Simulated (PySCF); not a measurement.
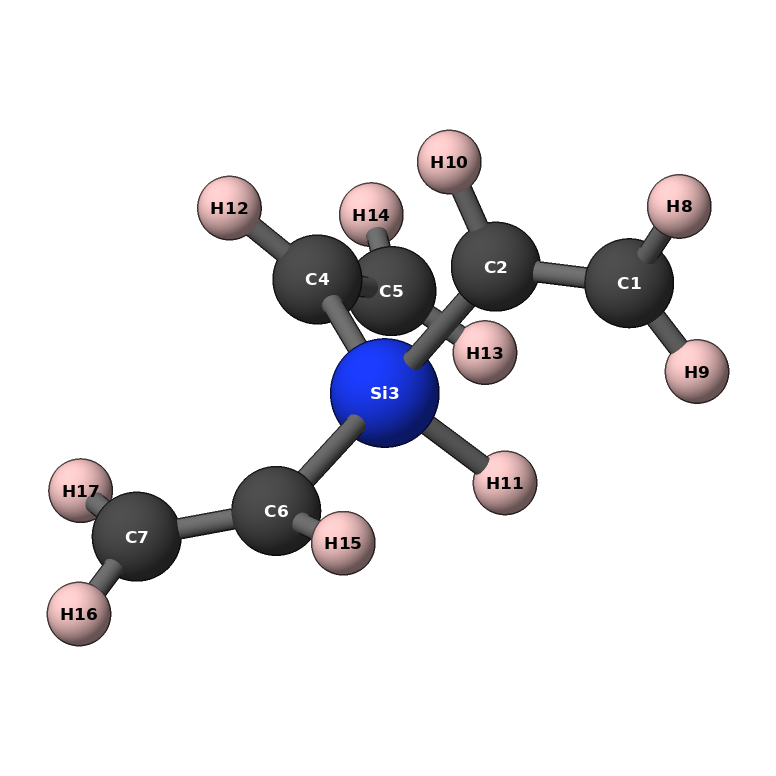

Geometry: a frame of a GFN2-xTB molecular-dynamics simulation, not a minimum. Level of theory: GIAO PBE0/pcSseg-1 NMR shielding, non-relativistic, gas phase (PySCF 2.14.0). Principal shieldings σ11 ≤ σ22 ≤ σ33, span Ω = σ33 − σ11, skew κ = 3(σiso − σ22)/Ω.

Give the shielding tensors of the Si atoms.

| atom | σ11 | σ22 | σ33 | σiso | Ω | κ |
| --- | --- | --- | --- | --- | --- | --- |
| Si3 | 317.5 | 363.6 | 403.8 | 361.6 | 86.3 | −0.07 |

Shieldings and span in ppm.
